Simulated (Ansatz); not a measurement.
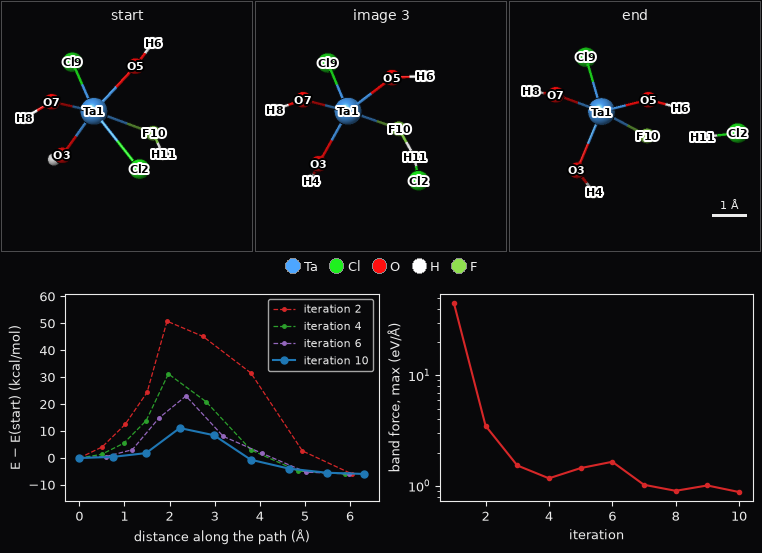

A nudged-elastic-band calculation for TaH$_{4}$O$_{3}$Cl$_{2}$F. Images are numbered from 0 (start) to 8 (end). The plot follows the band through its iterations. The picture is a ball-and-stick view, seen at a tilt.

All numbers below come from Ansatz 0.2.0, RKS PBE/def2-SVP. Set-up: 7 movable images; climbing image; force threshold 0.05 eV/Å; iteration limit 10; starting path through a guess of the saddle point.

Judge this run.

Answer. The result isn't final. The band hadn't converged when the run stopped after 10 iterations. The largest component of the band force went from 45 to 0.88 eV/Å. The barrier read from it is provisional: over the last two iterations the highest image moved from 16.9 kcal/mol to 11.1 kcal/mol. The iteration limit was low. The first iteration put the highest image at 213.8 kcal/mol. The highest point, image 3, lies 11.1 kcal/mol above the start and 17.1 kcal/mol above the end; the end is at −5.9 kcal/mol relative to the start.
